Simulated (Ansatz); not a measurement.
Profile along the Al–Fe line in AlFe (CsCl type)

AlFe (CsCl type)

```xyz
2
Lattice="2.8747 0.0000 0.0000 0.0000 2.8747 0.0000 0.0000 0.0000 2.8747" Properties=species:S:1:pos:R:3 pbc="T T T"
Al     0.0000     0.0000     0.0000
Fe     1.4374     1.4374     1.4374
```

Fields along a shortest Al–Fe line of a {110} plane (2.49 Å), from Al to Fe, interpolated on the slice's grid (step about 0.1 Å). The numbers are results of PBE (plane waves to 420 eV, PAW, scalar-relativistic; Ansatz, a program for electronic structure), not measurements. k mesh 16×16×16. Near the nuclei the fields are pseudised (PAW); where an atom keeps semicore shells as valence, they peak there. AlFe was relaxed with its symmetry unable to fall. Relaxed AlFe ends ferromagnetic. The magnetic order is the one the run started from; other orders were not tried.

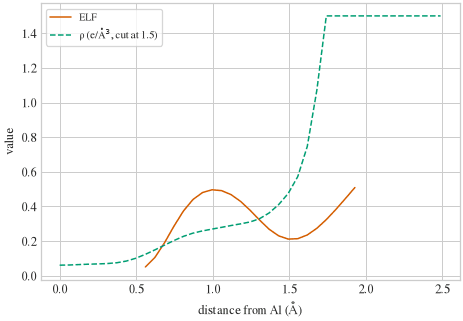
Figure: ELF (away from the nuclei) and valence density from Al to Fe.

Density on the Al–Fe line (2.49 Å) at its midpoint: 0.31 e/Å³. ELF at that point: 0.4.
